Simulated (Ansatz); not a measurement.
# Preparing LiMgVO4 (Cmcm) as a host crystal, part 4 of 4

Aim: the runs on the perfect crystal LiMgVO4 (Cmcm) that a defect calculation needs first.

Ansatz 0.2.0; plane-wave PAW DFT, PBEsol; relaxation of the host's cell and atoms (the session's first sound run).

So far. Step 3 (Dielectric tensors of the host): The principal values of the electronic dielectric tensor are 3.60, 3.63 and 3.69. The principal values of the static dielectric tensor are 7.38, 8.58 and 12.15.

**7. Defect free supercell relaxed from displaced atoms**

This step: plane-wave PAW DFT, PBEsol; relaxation of the defect-free supercell from random displacements, a test of the host's stability (Ansatz 0.2.0).

Contents of pristine.rattled/input.yaml:

```yaml
crystal:
  lattice:
    - [0.0, 8.571724795, 6.2250320634]
    - [5.6171423385, 0.0, 6.2250320634]
    - [5.6171423385, 8.571724795, 0.0]
  atoms:
    - { symbol: Li, position: [0.4561772952, 0.2938227048, 0.2061772952] }
    - { symbol: Li, position: [0.4561772952, 0.2938227048, 0.7061772952] }
    - { symbol: Li, position: [0.9561772952, 0.7938227048, 0.2061772952] }
    - { symbol: Li, position: [0.9561772952, 0.7938227048, 0.7061772952] }
    - { symbol: Li, position: [0.0438227048, 0.2061772952, 0.2938227048] }
    - { symbol: Li, position: [0.0438227048, 0.2061772952, 0.7938227048] }
    - { symbol: Li, position: [0.5438227048, 0.7061772952, 0.2938227048] }
    - { symbol: Li, position: [0.5438227048, 0.7061772952, 0.7938227048] }
    - { symbol: Mg, position: [0.0, 0.5, 0.0] }
    - { symbol: Mg, position: [0.0, 0.5, 0.5] }
    - { symbol: Mg, position: [0.5, 0.0, 0.0] }
    - { symbol: Mg, position: [0.5, 0.0, 0.5] }
    - { symbol: Mg, position: [0.25, 0.75, 0.25] }
    - { symbol: Mg, position: [0.25, 0.75, 0.75] }
    - { symbol: Mg, position: [0.75, 0.25, 0.25] }
    - { symbol: Mg, position: [0.75, 0.25, 0.75] }
    - { symbol: V, position: [0.302343758, 0.447656242, 0.052343758] }
    - { symbol: V, position: [0.302343758, 0.447656242, 0.552343758] }
    - { symbol: V, position: [0.802343758, 0.947656242, 0.052343758] }
    - { symbol: V, position: [0.802343758, 0.947656242, 0.552343758] }
    - { symbol: V, position: [0.197656242, 0.052343758, 0.447656242] }
    - { symbol: V, position: [0.197656242, 0.052343758, 0.947656242] }
    - { symbol: V, position: [0.697656242, 0.552343758, 0.447656242] }
    - { symbol: V, position: [0.697656242, 0.552343758, 0.947656242] }
    - { symbol: O, position: [0.3556739909, 0.6144697724, 0.3855302276] }
    - { symbol: O, position: [0.3556739909, 0.6144697724, 0.8855302276] }
    - { symbol: O, position: [0.8556739909, 0.1144697724, 0.3855302276] }
    - { symbol: O, position: [0.8556739909, 0.1144697724, 0.8855302276] }
    - { symbol: O, position: [0.2575437848, 0.9924562152, 0.2623558172] }
    - { symbol: O, position: [0.2575437848, 0.9924562152, 0.7623558172] }
    - { symbol: O, position: [0.7575437848, 0.4924562152, 0.2623558172] }
    - { symbol: O, position: [0.7575437848, 0.4924562152, 0.7623558172] }
    - { symbol: O, position: [0.2424562152, 0.5075437848, 0.2376441828] }
    - { symbol: O, position: [0.2424562152, 0.5075437848, 0.7376441828] }
    - { symbol: O, position: [0.7424562152, 0.0075437848, 0.2376441828] }
    - { symbol: O, position: [0.7424562152, 0.0075437848, 0.7376441828] }
    - { symbol: O, position: [0.3644697724, 0.1056739909, 0.3943260091] }
    - { symbol: O, position: [0.3644697724, 0.1056739909, 0.8943260091] }
    - { symbol: O, position: [0.8644697724, 0.6056739909, 0.3943260091] }
    - { symbol: O, position: [0.8644697724, 0.6056739909, 0.8943260091] }
    - { symbol: O, position: [0.1443260091, 0.8855302276, 0.1144697724] }
    - { symbol: O, position: [0.1443260091, 0.8855302276, 0.6144697724] }
    - { symbol: O, position: [0.6443260091, 0.3855302276, 0.1144697724] }
    - { symbol: O, position: [0.6443260091, 0.3855302276, 0.6144697724] }
    - { symbol: O, position: [0.4876441828, 0.2623558172, 0.4924562152] }
    - { symbol: O, position: [0.4876441828, 0.2623558172, 0.9924562152] }
    - { symbol: O, position: [0.9876441828, 0.7623558172, 0.4924562152] }
    - { symbol: O, position: [0.9876441828, 0.7623558172, 0.9924562152] }
    - { symbol: O, position: [0.0123558172, 0.2376441828, 0.0075437848] }
    - { symbol: O, position: [0.0123558172, 0.2376441828, 0.5075437848] }
    - { symbol: O, position: [0.5123558172, 0.7376441828, 0.0075437848] }
    - { symbol: O, position: [0.5123558172, 0.7376441828, 0.5075437848] }
    - { symbol: O, position: [0.1355302276, 0.3943260091, 0.1056739909] }
    - { symbol: O, position: [0.1355302276, 0.3943260091, 0.6056739909] }
    - { symbol: O, position: [0.6355302276, 0.8943260091, 0.1056739909] }
    - { symbol: O, position: [0.6355302276, 0.8943260091, 0.6056739909] }
basis:
  ecutwfc: 420
  xc_grid: 2
hamiltonian:
  xc: pbesol
kpoints:
  mp_grid: { grid: [1, 1, 1], shift: [0.25, 0.25, 0.25] }
scf:
  occupations: { method: fermi_dirac, width: 0.01 }
  max_iter: 80
output:
  forces: true
relax:
  f_tol: 0.01
  max_steps: 120
  random_displacement: { amplitude: 0.08, seed: 7530 }
checkpoint:
  write: "../pristine.rattled.run"
  compress: false
  write_wavefunctions: false
  write_every: 100000
```

Command:

```sh
$ ansatz run input.yaml --threads 4 --pin off --max-ram 7536MiB --backend cpu --events-out ev --progress --plain --runs-dir out
```

Numbers of over 12 decimals in the logs are rounded to 6 here.

Output:

```text
[...]
Crystal: 56 atoms, lattice volume = 599.453 Å³
Basis set: ecut = 420 eV, 11639 PW (Γ), exchange–correlation on 144×120×144 points (8 copies of the dense FFT grid, shifted against one another)
Bands: 256, of which v1, the nominal top of the filled ones, is band 200 counted from 1 (199 counted from 0)
Symmetry: 1 space group operations
k-points: 1
[...]
SCF iter   1: F=—  HF=-58009.062581 eV  |F-HF|=—  |Δ(HF+E_count)|=         —  Δρ=1.48e-2  dr2=1.11e0  ethr=1.77e-3  ⟨swp⟩=6.0  Hψ=962  notcnv=0  defer=37
[...]
SCF iter  10: F=-58008.801537 eV  HF=-58008.801538 eV  |F-HF|=6.61e-7  |Δ(HF+E_count)|=   3.97e-7  Δρ=1.44e-5  dr2=1.67e-6  ethr=6.25e-10  ⟨swp⟩=3.0  Hψ=660  notcnv=0
SCF 1 converged in 10 iterations: F = -58008.801537 eV  dr2 = 1.67e-6
[...]
relax step   1: F+E_penalty+E_count = -58008.80153741 eV  Δ(F+E_penalty+E_count) = +0.000e0 eV  max|allowed force component| = 4.654e0 eV/Å  Δτ_max = 0.0000 Å  (10 SCF iters, dr2 threshold 2.50e-6 eV, accepted)
[...]
relax step   2: F+E_penalty+E_count = -58010.60749427 eV  Δ(F+E_penalty+E_count) = -1.806e0 eV  max|allowed force component| = 2.196e0 eV/Å  Δτ_max = 0.0886 Å  (8 SCF iters, dr2 threshold 1.00e-4 eV, accepted)
relax step   3: F+E_penalty+E_count = -58011.29443063 eV  Δ(F+E_penalty+E_count) = -6.869e-1 eV  max|allowed force component| = 6.881e-2 eV/Å  Δτ_max = 0.0803 Å  (8 SCF iters, dr2 threshold 1.00e-4 eV, accepted)
relax step   4: F+E_penalty+E_count = -58011.29984293 eV  Δ(F+E_penalty+E_count) = -5.412e-3 eV  max|allowed force component| = 1.753e-2 eV/Å  Δτ_max = 0.0207 Å  (9 SCF iters, dr2 threshold 2.96e-7 eV, accepted)
SCF iter   1: F=—  HF=-58011.299057 eV  |F-HF|=—  |Δ(HF+E_count)|=         —  Δρ=1.83e-4  dr2=1.20e-4  ethr=7.95e-7  ⟨swp⟩=2.0  Hψ=436  notcnv=0  defer=47
[...]
SCF iter   6: F=-58011.299854 eV  HF=-58011.299854 eV  |F-HF|=4.85e-8  |Δ(HF+E_count)|=   1.36e-7  Δρ=3.58e-6  dr2=7.22e-8  ethr=2.50e-11  ⟨swp⟩=4.0  Hψ=687  notcnv=0
SCF 5 converged in 6 iterations: F = -58011.299854 eV  dr2 = 7.22e-8
relax step   5: F+E_penalty+E_count = -58011.29985379 eV  Δ(F+E_penalty+E_count) = -1.086e-5 eV  max|allowed force component| = 5.961e-3 eV/Å  Δτ_max = 0.0027 Å  (6 SCF iters, accepted)
SCF converged after 6 iterations
Free energy (F): -58011.299854 eV
[...]
Internal energy: -58011.299854 eV  (E = F + TS)
E sigma→0 (E₀):  -58011.299854 eV
Fermi energy:    6.981673 eV
[...]
--- Forces (eV/Å), atoms counted from 1 ---
  atom   1  Li    -0.00381276     0.00124882     0.00063869
  atom   2  Li    -0.00274573    -0.00003836     0.00056561
  atom   3  Li    -0.00395413    -0.00036392     0.00000713
  atom   4  Li    -0.00424073     0.00008424     0.00062553
  atom   5  Li     0.00355924    -0.00115652    -0.00116461
  atom   6  Li     0.00358411     0.00055435    -0.00056295
  atom   7  Li     0.00226964    -0.00009489     0.00001726
  atom   8  Li     0.00575911    -0.00051479     0.00026496
  atom   9  Mg     0.00113634     0.00021717    -0.00056010
  atom  10  Mg    -0.00118709    -0.00114309    -0.00047255
  atom  11  Mg     0.00006991    -0.00013956     0.00027894
  atom  12  Mg    -0.00041340    -0.00096364    -0.00083370
  atom  13  Mg     0.00322968    -0.00090637    -0.00041491
  atom  14  Mg    -0.00036414     0.00001600    -0.00009462
  atom  15  Mg    -0.00114407    -0.00202290     0.00069862
  atom  16  Mg     0.00134656    -0.00122368     0.00064851
  atom  17  V      0.00276397    -0.00131378     0.00075633
  atom  18  V     -0.00067657     0.00210275     0.00137593
  atom  19  V      0.00102242     0.00155040     0.00108385
  atom  20  V      0.00150451    -0.00068220     0.00078742
  atom  21  V     -0.00058633     0.00031021    -0.00153450
  atom  22  V     -0.00106953     0.00055640    -0.00088250
  atom  23  V     -0.00025955     0.00057416    -0.00202121
  atom  24  V      0.00061264    -0.00029362     0.00090494
  atom  25  O     -0.00287304    -0.00332759     0.00143795
  atom  26  O     -0.00596141    -0.00052321    -0.00154996
  atom  27  O     -0.00307794    -0.00080716     0.00003462
  atom  28  O     -0.00277081    -0.00067074    -0.00043182
  atom  29  O     -0.00424726     0.00147478     0.00102858
  atom  30  O     -0.00330269     0.00180701     0.00058058
  atom  31  O     -0.00359553     0.00101696     0.00139606
  atom  32  O     -0.00399002     0.00161823     0.00027366
  atom  33  O      0.00378400    -0.00064732     0.00006515
  atom  34  O      0.00190113    -0.00067915    -0.00087242
  atom  35  O      0.00149572    -0.00113593    -0.00003317
  atom  36  O      0.00406143     0.00015581     0.00020779
  atom  37  O      0.00329722     0.00028968     0.00404728
  atom  38  O      0.00407583    -0.00047854    -0.00080814
  atom  39  O      0.00466060    -0.00087214    -0.00113927
  atom  40  O      0.00263717     0.00099831     0.00115350
[...]
atom  45  O      0.00107710     0.00371317    -0.00122374
  atom  46  O     -0.00104567     0.00202612    -0.00220029
  atom  47  O      0.00099261     0.00300136    -0.00051245
  atom  48  O      0.00156656     0.00365319     0.00051544
  atom  49  O     -0.00040072    -0.00328019     0.00007584
  atom  50  O      0.00149615    -0.00301707     0.00175779
  atom  51  O     -0.00229060    -0.00281355     0.00154200
  atom  52  O     -0.00293273    -0.00257433     0.00210762
  atom  53  O     -0.00498199     0.00006250    -0.00001351
  atom  54  O     -0.00215343     0.00023825    -0.00105767
  atom  55  O     -0.00288116    -0.00110298    -0.00033567
  atom  56  O     -0.00478915     0.00053618    -0.00034261
  max |Σ_I F_I| component: 2.92e-5 eV/Å
--- Relaxed structure (5 steps of the walk, 5 accepted, 0 SCFs on fresh bases) ---
  F+E_penalty+E_count = -58011.29985379 eV   max|allowed force component| = 5.961e-3 eV/Å
  atoms:
    - { symbol: Li, position: [0.457829, 0.292184, 0.206009] }
    - { symbol: Li, position: [0.457995, 0.292155, 0.705863] }
    - { symbol: Li, position: [0.957924, 0.792246, 0.205952] }
    - { symbol: Li, position: [0.957818, 0.792218, 0.706050] }
    - { symbol: Li, position: [0.045165, 0.204618, 0.293600] }
    - { symbol: Li, position: [0.045112, 0.204650, 0.793622] }
    - { symbol: Li, position: [0.544988, 0.704754, 0.293764] }
    - { symbol: Li, position: [0.545290, 0.704447, 0.793466] }
    - { symbol: Mg, position: [0.001501, 0.498422, -0.000209] }
    - { symbol: Mg, position: [0.001504, 0.498405, 0.499807] }
    - { symbol: Mg, position: [0.501503, -0.001602, -0.000211] }
    - { symbol: Mg, position: [0.501489, -0.001556, 0.499830] }
    - { symbol: Mg, position: [0.251585, 0.748332, 0.249739] }
    - { symbol: Mg, position: [0.251465, 0.748461, 0.749831] }
    - { symbol: Mg, position: [0.751485, 0.248430, 0.249847] }
    - { symbol: Mg, position: [0.751549, 0.248351, 0.749773] }
    - { symbol: V, position: [0.303906, 0.445968, 0.052139] }
    - { symbol: V, position: [0.303856, 0.445986, 0.552185] }
    - { symbol: V, position: [0.803863, 0.945985, 0.052173] }
    - { symbol: V, position: [0.803915, 0.945936, 0.552140] }
    - { symbol: V, position: [0.199111, 0.050837, 0.447427] }
    - { symbol: V, position: [0.199147, 0.050898, 0.947416] }
    - { symbol: V, position: [0.699143, 0.550901, 0.447412] }
    - { symbol: V, position: [0.699095, 0.550821, 0.947461] }
    - { symbol: O, position: [0.356900, 0.612937, 0.385565] }
    - { symbol: O, position: [0.356827, 0.613035, 0.885608] }
    - { symbol: O, position: [0.856894, 0.112942, 0.385555] }
    - { symbol: O, position: [0.856909, 0.112934, 0.885529] }
    - { symbol: O, position: [0.258809, 0.990986, 0.262218] }
    - { symbol: O, position: [0.258759, 0.991070, 0.762240] }
    - { symbol: O, position: [0.758761, 0.491052, 0.262252] }
    - { symbol: O, position: [0.758799, 0.490989, 0.762229] }
    - { symbol: O, position: [0.244217, 0.505774, 0.237365] }
    - { symbol: O, position: [0.244169, 0.505864, 0.737375] }
    - { symbol: O, position: [0.744173, 0.005847, 0.237380] }
    - { symbol: O, position: [0.744209, 0.005785, 0.737355] }
    - { symbol: O, position: [0.366123, 0.103840, 0.393965] }
    - { symbol: O, position: [0.366191, 0.103945, 0.893867] }
    - { symbol: O, position: [0.866194, 0.603929, 0.393872] }
    - { symbol: O, position: [0.866106, 0.603882, 0.893949] }
    - { symbol: O, position: [0.146175, 0.883914, 0.114017] }
    - { symbol: O, position: [0.146110, 0.883871, 0.614038] }
    - { symbol: O, position: [0.646106, 0.383842, 0.114061] }
    - { symbol: O, position: [0.646187, 0.383889, 0.613987] }
    - { symbol: O, position: [0.489100, 0.260689, 0.492017] }
    - { symbol: O, position: [0.489146, 0.260682, 0.991987] }
    - { symbol: O, position: [0.989138, 0.760635, 0.491984] }
    - { symbol: O, position: [0.989076, 0.760667, 0.992017] }
    - { symbol: O, position: [0.013902, 0.236188, 0.007607] }
    - { symbol: O, position: [0.013894, 0.236138, 0.507557] }
    - { symbol: O, position: [0.513880, 0.736134, 0.007602] }
    - { symbol: O, position: [0.513861, 0.736181, 0.507665] }
    - { symbol: O, position: [0.136850, 0.392957, 0.105685] }
    - { symbol: O, position: [0.136878, 0.392912, 0.605637] }
    - { symbol: O, position: [0.636856, 0.892925, 0.105675] }
    - { symbol: O, position: [0.636849, 0.892941, 0.605687] }
```

Run time: 39 s. Hardware: 4 threads of Arm Neoverse V1, shared host; peak memory 1.2 GiB.

The steps of the relaxation:

```
step  energy less that of the first step (eV)  largest force component (eV/Å)
   1                                   0.0000                          4.6540
   2                                  -1.8060                          2.1960
   3                                  -2.4929                          0.0688
   4                                  -2.4983                          0.0175
   5                                  -2.4983                          0.0060
```

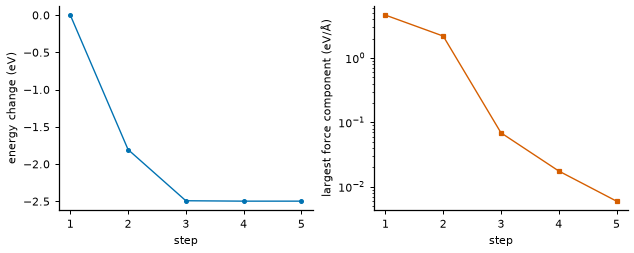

Energy and largest force along the relaxation.

The relaxation ends 45 meV an atom lower than the displaced start, with a largest force component of 0.0060 eV/Å.

**8. What came out**

```json
{
 "primitive cell vectors, lengths": "5.124, 5.124, 6.225 Å",
 "electronic dielectric constant": "principal values (3.60, 3.63, 3.69)",
 "static dielectric constant": "principal values (7.38, 8.58, 12.15)",
 "gap on the k-mesh of the response run (PBEsol)": "3.44 eV",
 "supercell relaxed in its symmetry less the displaced and relaxed one": "0.000 eV",
 "energy an atom at one point at (¼, ¼, ¼) less that on the dense mesh": "0.001 eV"
}
```

What this shows: Step 7: The energy fell by 2.498 eV from the randomly displaced start; the atoms end within 0.005 Å of the sites as typed, once the mean shift is taken out. The displaced cell ends within 0.01 eV of the symmetric one relaxed in its symmetry, so no lower structure shows in this supercell. The k-mesh can miss the band edges, so this gap is an upper bound at this level. All at zero temperature.

[Logs are printed without paths, hosts, clocks, repeated set-up lines and the standing remarks that a program may print on its own settings, such as how far it seeks lower states.]

[Hosts, paths, dates, database ids (printed as entryN), source tags and the programs' standing remarks are cut or masked in the printed files.]

[Runs of the host that timed out are not shown.]

[For some hosts the program warned that the k-mesh of the response run may be too coarse for force constants and the static dielectric constant; such warnings are not always shown.]
